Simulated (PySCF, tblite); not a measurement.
**C₅H₁₁B₂ radical: geometry, infrared bands and EPR parameters**

Wanted: the infrared bands and EPR parameters of C₅H₁₁B₂ radical (`[BH]/C=C(/BC)CC`), by calculation.

Programs: tblite 0.8.0 and PySCF 2.14.0, with density-fitted response routines of our own. Each step states its level of theory. These are calculated values for one molecule in the gas phase, unless marked as measured. Atoms are numbered from 0 throughout.

### Step 1. The starting structure

18 atoms, charge 0, multiplicity 2; geometry from: force field or distance geometry start.

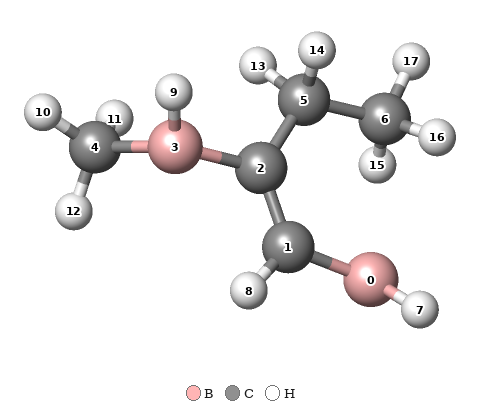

The starting geometry (boron pink, carbon grey, hydrogen white), atoms numbered.

### Step 2. Optimising the geometry with GFN2-xTB

The job: settings as JSON, then the geometry in Å.

```
{"job": {"kind": "relax", "xc": "GFN2-xTB", "basis": "xTB"}, "charge": 0, "multiplicity": 2}
B     -1.882700     1.625300    -0.726200
C     -0.403500     1.488800    -0.322900
C      0.129300     0.380000     0.194300
B      1.659800     0.431700     0.542800
C      2.629700    -0.204400    -0.558000
C     -0.586100    -0.883000     0.452600
C     -2.024100    -0.950200     0.124100
H     -2.481800     2.520000    -0.181000
H      0.268900     2.353700    -0.450700
H      1.997400     0.217700     1.668400
H      3.606400    -0.439900    -0.127600
H      2.136400    -1.117600    -0.947400
H      2.785400     0.492100    -1.386500
H      0.002600    -1.767600     0.038300
H     -0.484500    -1.038700     1.573600
H     -2.211800    -0.845300    -0.953800
H     -2.685100    -0.271600     0.699300
H     -2.465100    -1.984800     0.349400
```

Launch:

```bash
> OMP_NUM_THREADS=1 python probes_run.py task.json out
```

One launch serves the whole session: the jobs run in the order shown.

**Question.** This job is followed by: GFN2-xTB harmonic vibrations, gas phase; UKS B3LYP, pcH-1 on B C H, non-relativistic, mean-field spin-orbit, GIAO. Predict these results of the whole session: strongest single infrared mode (GFN2-xTB); zero-point energy (GFN2-xTB); g(iso) (B3LYP); ⟨S²⟩; largest a(iso) (averaged by class); surface potential, least and greatest.

The runs gave:

```
                                 quantity                     value
strongest single infrared mode (GFN2-xTB)     2554 cm⁻¹, 219 km/mol
             zero-point energy (GFN2-xTB)             91.2 kcal/mol
                           g(iso) (B3LYP)                   2.00243
                                     ⟨S²⟩        0.763 (exact 0.75)
       largest a(iso) (averaged by class)  1H on H13, H14, 43.0 MHz
    surface potential, least and greatest        -0.68 V and 1.08 V
```

What this shows: The optimisation took 134 steps and gained 1.617 eV; among the close pairs (by a distance rule), B0–C1 changed most, from 1.539 to 1.428 Å. No mode is imaginary among the 48: a minimum at this level. The strongest single mode, at 2554 cm⁻¹, moves mainly H9. Unscaled tight-binding wavenumbers are off by several per cent, some by more. Its intensities can rank the bands wrongly. The largest spin populations lie on B0 (0.51 e), C2 (0.47 e). The isotropic g lies 0.1 ppt above the free-electron value.
